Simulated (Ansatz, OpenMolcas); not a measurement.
# A ladder of methods for P2 (diphosphorus)

The species is P2 (2 atoms), meant as a singlet with charge 0. SMILES: `P#P`. Geometry: the measured bond length.

```xyz
2

P     0.0000    0.0000    0.0000
P     0.0000    0.0000    1.8934
```

Each level gives the HOMO–LUMO gap (eV). The values are calculated.

```json
{"level": "HF/def2-TZVPPD", "kind": "Hartree–Fock", "program": "OpenMolcas", "value (eV)": "10.62", "CPU time": "5.9 s"}
{"level": "SVWN5/def2-TZVPPD", "kind": "LDA", "program": "Ansatz", "value (eV)": "3.70", "CPU time": "1.4 s"}
{"level": "TPSS/def2-TZVPPD", "kind": "meta-GGA", "program": "OpenMolcas", "value (eV)": "3.83", "CPU time": "14 s"}
{"level": "M06-2X/def2-TZVPPD", "kind": "hybrid meta-GGA", "program": "OpenMolcas", "value (eV)": "7.28", "CPU time": "13 s"}
{"level": "r2SCAN0/def2-TZVPPD", "kind": "hybrid meta-GGA", "program": "Ansatz", "value (eV)": "5.69", "CPU time": "5 s"}
{"level": "CAM-B3LYP/def2-TZVPPD", "kind": "range-separated hybrid", "program": "Ansatz", "value (eV)": "7.73", "CPU time": "2.9 s"}
{"level": "HSE06/def2-TZVPPD", "kind": "range-separated hybrid", "program": "Ansatz", "value (eV)": "4.71", "CPU time": "2.8 s"}
{"level": "B2PLYP/def2-TZVPPD", "kind": "double hybrid", "program": "OpenMolcas", "value (eV)": "7.36", "CPU time": "8.5 s"}
```

The values span 3.70 to 10.62 eV. Orbital gaps aren't excitation energies, and those of double hybrids come from the SCF part alone; they tend to grow with the share of exact exchange. CPU times are rough (shared hosts, several kinds of processor): they show what a rung costs within a factor of a few.

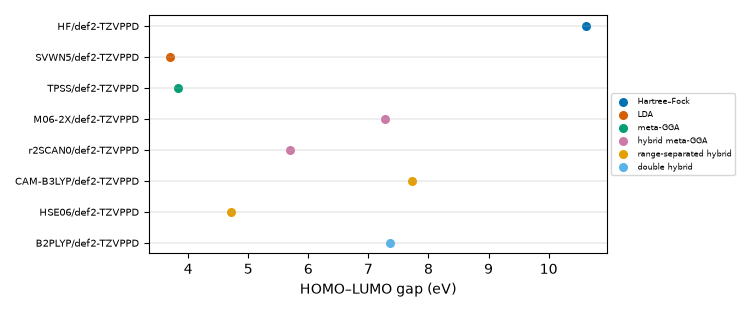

The values of the table, level by level.
